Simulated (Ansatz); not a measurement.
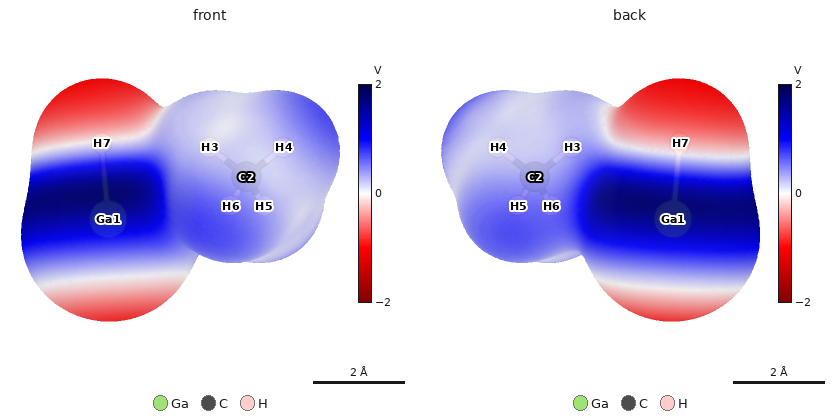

Figure 1: GaH···CH4. The electrostatic potential painted on the density surface at 0.002 e/bohr³, seen from the front and from behind; red is negative and blue positive.

Computed with RKS PBE0-D4/def2-SVP (Ansatz).

```xyz
7

Ga   -0.3895    0.4922   -1.0285
C     1.5805   -0.0226    1.6372
H     0.5293   -0.3243    1.5072
H     1.9438   -0.4401    2.5865
H     1.6588    1.0729    1.6680
H     2.1954   -0.4109    0.8130
H    -1.4610   -0.3672   -0.0457
```

Q: Where is the surface potential most negative and most positive?

A: The most negative region (about −1.0 V) lies over H7, the most positive (about +1.8 V) over Ga1.
